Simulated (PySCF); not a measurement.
Consider C₇H₁₀F₂.

```xyz
19

F     2.4932   -0.6050   -0.9146
C     1.7221    0.4958   -0.6208
C     0.4536    0.0722    0.1142
C     0.8219   -0.5144    1.4724
F     1.3228    0.4713    2.2919
C    -0.6150    1.1949    0.0935
C    -1.4549    0.3548   -0.8633
C    -1.8234   -0.9267   -0.1903
C    -0.4557   -0.7739   -0.7809
H     1.4847    0.9740   -1.5757
H     2.3341    1.1605   -0.0027
H    -0.0460   -0.9352    1.9864
H     1.6010   -1.2767    1.3712
H    -1.0814    1.4027    1.0555
H    -0.2465    2.1264   -0.3297
H    -1.9836    0.7478   -1.7150
H    -1.9686   -0.9492    0.8791
H    -2.4913   -1.5805   -0.7314
H    -0.0767   -1.4295   -1.5472
```

Geometry: GFN2-xTB.

These are results of PBE0/pcSseg-1, SCF density, gas phase, non-relativistic in PySCF, not measurements.

### What will maps of the electron density and electron localisation function show?

C–H (1.08 Å): ρ is about 2 e/Å³ halfway; the ELF climbs to about 1 towards the hydrogen, as it does in any bond to H (a covalent bond by its length).
C–C (1.53 Å): ρ is about 1.7 e/Å³ halfway; the ELF peaks at about 0.95 between the atoms: a shared electron pair.

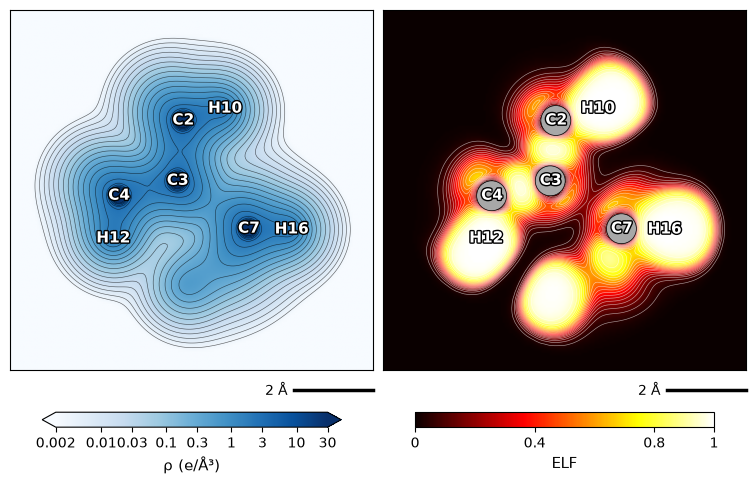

Computed electron density and electron localisation function on the plane of atoms C2, C3 and C4, in this order. Grey discs cover the atomic cores in the ELF map. 
